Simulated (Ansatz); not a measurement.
# Al2Si2H6 (SMILES [SiH3][Al]1[AlH][SiH2]1): BLYP/def2-SVP

Aim: the vertical ionisation energy of Al2Si2H6 at BLYP/def2-SVP, from 2 runs. 

Program for the calculation: Ansatz 0.2.0.

44 further runs of the same task are left out: 44 set aside as unsound or not needed.

## 1. The structure to begin with

Al2Si2H6 has 10 atoms, charge 0, and is taken as a singlet. SMILES: `[SiH3][Al]1[AlH][SiH2]1`. The coordinates come from a PBE0-D4/def2-TZVP relaxation.

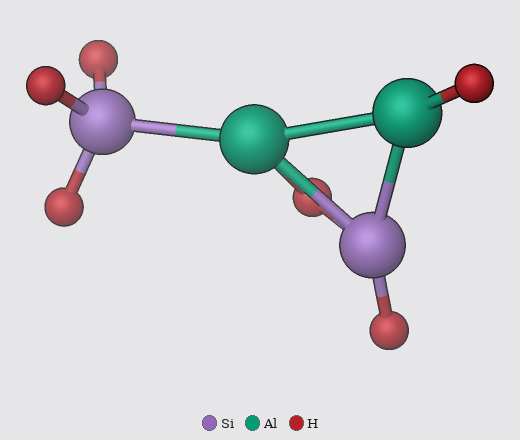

Viewed from a chosen angle; silicon purple, aluminium teal, hydrogen red.

## 2. The energy at BLYP/def2-SVP

Input file run.yaml:

```yaml
crystal:
  periodic: [false, false, false]
  atoms:
    - {symbol: Si, position_ang: [-1.426500, 1.264600, -1.412100]}
    - {symbol: Al, position_ang: [-0.140100, -0.429800, -0.177000]}
    - {symbol: Al, position_ang: [0.542000, -2.376000, 1.198900]}
    - {symbol: Si, position_ang: [1.875500, -0.449300, 1.195500]}
    - {symbol: H, position_ang: [-1.958600, 0.687200, -2.679200]}
    - {symbol: H, position_ang: [-2.589700, 1.742300, -0.611500]}
    - {symbol: H, position_ang: [-0.589800, 2.446700, -1.761500]}
    - {symbol: H, position_ang: [0.798300, -3.933700, 1.336500]}
    - {symbol: H, position_ang: [0.619900, 0.509800, 1.257200]}
    - {symbol: H, position_ang: [2.952200, 0.487100, 1.656400]}
basis:
  gaussian:
    orbitals: def2-SVP
hamiltonian:
  xc: {name: BLYP}
accuracy: high
output: {orbitals: {seedname: orbitals}}
```

Run with:

```console
$ ansatz run run.yaml --threads 1 --pin off --max-ram 2610MiB --events-out events.jsonl --progress --plain --runs-dir runs
```

The log of the run:

```text
Warning: RAYON_NUM_THREADS=1 ignored (pool sized by the plan → 1); use --threads N
Functional definition: BLYP
  name "BLYP"
  parameter beta = 0.0042
  parameter a = 0.04918
  parameter b = 0.132
  parameter c = 0.2533
  parameter d = 0.349
  exchange = b88_x(beta = beta)
  correlation = lyp_c(a = a, b = b, c = c, d = d)
2106 factors; integrals over basis functions are off by at most 2.8e-8 eV
mean field evaluation 1: about -29032.3860 eV, gradient 2.4e1 eV
mean field evaluation 2: about -29029.7763 eV, gradient 3.2e1 eV
mean field evaluation 4: about -29035.2852 eV, gradient 2.4e0 eV
mean field evaluation 8: about -29035.3019 eV, gradient 1.8e-1 eV
mean field evaluation 16: about -29035.3021 eV, gradient 2.1e-5 eV
mean field -29035.30205020 eV, -1067.0276695102 hartree, gradient 8.4e-9 eV, S^2 0.000000; 0 other end points of the search recorded, 0 dependent functions left out
reference -29035.30211751 eV, -1067.0276719838 hartree; 30, 30 occupied and 72, 72 virtual orbitals, 2106 factors
Total energy: -29035.30211751 eV, -1067.0276719838 hartree
```

Wall time 9.3 s (1 thread of Arm Neoverse V1, shared host); peak memory 0.27 GiB.

## 3. The doublet cation at the same level

Input file run.yaml:

```yaml
crystal:
  periodic: [false, false, false]
  atoms:
    - symbol: Si
      position_ang: [-1.426500, 1.264600, -1.412100]
    - symbol: Al
      position_ang: [-0.140100, -0.429800, -0.177000]
    - symbol: Al
      position_ang: [0.542000, -2.376000, 1.198900]
    - symbol: Si
      position_ang: [1.875500, -0.449300, 1.195500]
    - symbol: H
      position_ang: [-1.958600, 0.687200, -2.679200]
    - symbol: H
      position_ang: [-2.589700, 1.742300, -0.611500]
    - symbol: H
      position_ang: [-0.589800, 2.446700, -1.761500]
    - symbol: H
      position_ang: [0.798300, -3.933700, 1.336500]
    - symbol: H
      position_ang: [0.619900, 0.509800, 1.257200]
    - symbol: H
      position_ang: [2.952200, 0.487100, 1.656400]
basis:
  gaussian: {orbitals: def2-SVP}
total_charge: 1
magnetization: {spin_polarized: true, initial_magnetization: 1}
hamiltonian: {xc: {name: BLYP}}
accuracy: high
output: {orbitals: {seedname: orbitals}}
```

Run with:

```console
$ ansatz run run.yaml --threads 1 --pin off --max-ram 2610MiB --events-out events.jsonl --progress --plain --runs-dir runs
```

The log of the run, shortened:

```text
Warning: RAYON_NUM_THREADS=1 ignored (pool sized by the plan → 1); use --threads N
[... 9 set-up lines as earlier in the session ...]
2107 factors; integrals over basis functions are off by at most 2.8e-8 eV
mean field evaluation 1: about -29023.7632 eV, gradient 2.0e1 eV
mean field evaluation 2: about -29019.8778 eV, gradient 2.7e1 eV
mean field evaluation 4: about -29027.2151 eV, gradient 6.5e0 eV
mean field evaluation 8: about -29027.6886 eV, gradient 1.6e0 eV
mean field evaluation 16: about -29027.7150 eV, gradient 1.1e-2 eV
mean field evaluation 32: about -29027.7150 eV, gradient 9.9e-8 eV
mean field -29027.71502967 eV, -1066.7488516484 hartree, gradient 9.9e-8 eV, S^2 0.755284; 3 other end points of the search recorded, 0 dependent functions left out
reference -29027.71509877 eV, -1066.7488541878 hartree; 30, 29 occupied and 72, 73 virtual orbitals, 2107 factors
Total energy: -29027.71509877 eV, -1066.7488541878 hartree
```

It took 30 s on 1 thread of Arm Neoverse V1, shared host; peak memory 0.35 GiB.

## 4. What came out

At BLYP/def2-SVP:

```
                                          quantity           value
                    singlet Al2Si2H6: total energy  -1067.02767 Eh
                     singlet Al2Si2H6: HOMO energy        -5.16 eV
                     singlet Al2Si2H6: LUMO energy        -2.31 eV
                   singlet Al2Si2H6: HOMO–LUMO gap         2.85 eV
                      doublet cation: total energy  -1066.74885 Eh
doublet cation: HOMO energy (highest over α and β)       -10.05 eV
 doublet cation: LUMO energy (lowest over α and β)        -9.99 eV
                              doublet cation: ⟨S²⟩           0.755
vertical ionisation energy (to the doublet cation)        7.587 eV
```

Removing an electron at fixed nuclei costs 7.59 eV (175 kcal/mol). The negative HOMO energy of the first species, 5.16 eV, lies 2.43 eV below that difference.
